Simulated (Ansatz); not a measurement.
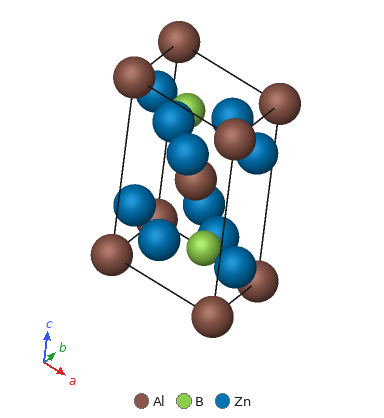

Spheres-only representation of a periodic structure, projected slightly off an axis. The outline marks the simulation cell.

```
CELL_PARAMETERS angstrom
5.21176 0.00000 0.00000
-2.60588 4.51352 0.00000
-2.60588 1.50450 5.34937
ATOMIC_POSITIONS crystal
Al 0.00000 0.00000 0.00000
Al 0.50000 0.50000 0.50000
B 0.25000 0.75000 0.75000
B 0.75000 0.25000 0.25000
Zn 0.94064 0.75000 0.75000
Zn 0.25000 0.44064 0.75000
Zn 0.55936 0.05936 0.75000
Zn 0.05936 0.25000 0.25000
Zn 0.75000 0.55936 0.25000
Zn 0.44064 0.94064 0.25000
```

Computational set-up: DFT, PAW plane waves, r2SCAN in Ansatz, plane waves up to 500 eV, k-grid 7×7×7, Fermi-Dirac smearing of 0.1 eV, no spin polarisation. The pressure of the cell is 69 GPa.

How are the electrons shared out in a Bader analysis?

Al +1.55 e; Zn -0.68 e; B +0.51 e.

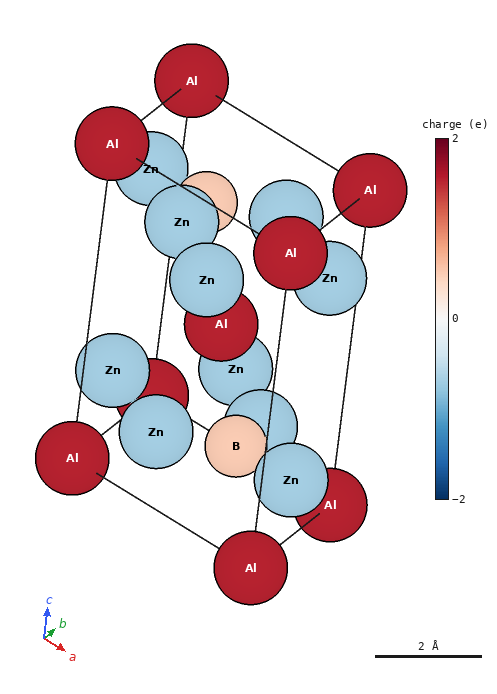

The atoms coloured by those charges.

Provenance: a generated cell, made by putting these elements into a known structure type (the compound may or may not exist in this form); not relaxed. It went into a calculation with Ansatz.

At this level of theory the cell isn't at rest (compressed, at 69 GPa and forces up to 7.9 eV/Å), so its distances can differ from those at equilibrium, the more so the softer the solid.
